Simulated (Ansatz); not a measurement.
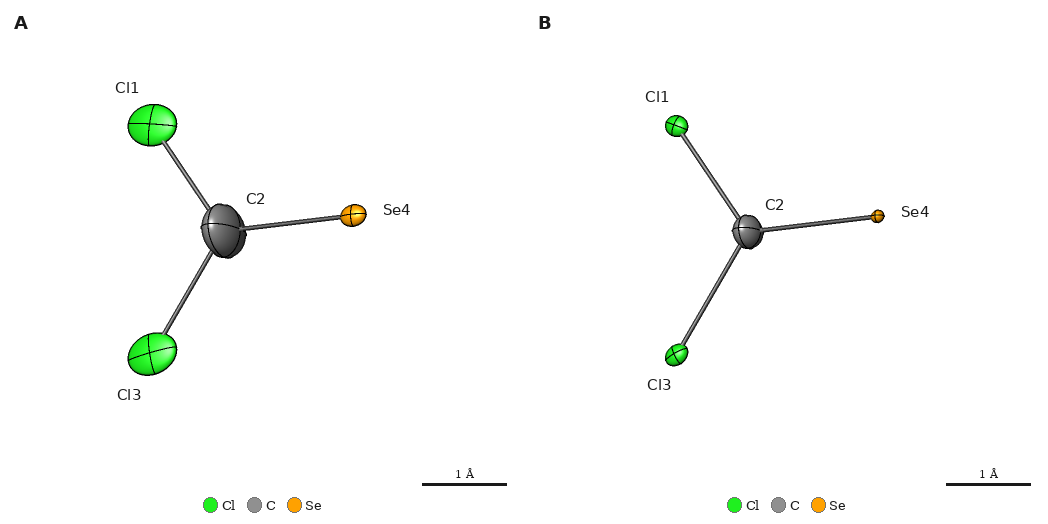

Displacement ellipsoids at the 50 % level, scaled by 3, from the internal vibrations of the free molecule (harmonic, no overall translation or rotation; no half-axis is drawn under 0.075 Å). Vibrations computed with RKS PBE0-D4/def2-TZVP (Ansatz 0.2.0). One panel is for 0 K (zero-point motion alone), the other for 900 K.

Which panel is for 900 K?

A.

How much does the mean-square displacement of Se4 grow, and why?

U_eq goes from 0.00016 to 0.00072 Å², a factor of 4.5. Modes below kT (626 cm⁻¹ at 900 K) grow about in proportion to T, and the lowest lies at 249 cm⁻¹; the mean-square amplitude of a mode is its zero-point value times coth(ħω/2kT), which comes close to 1 only above about 3kT.
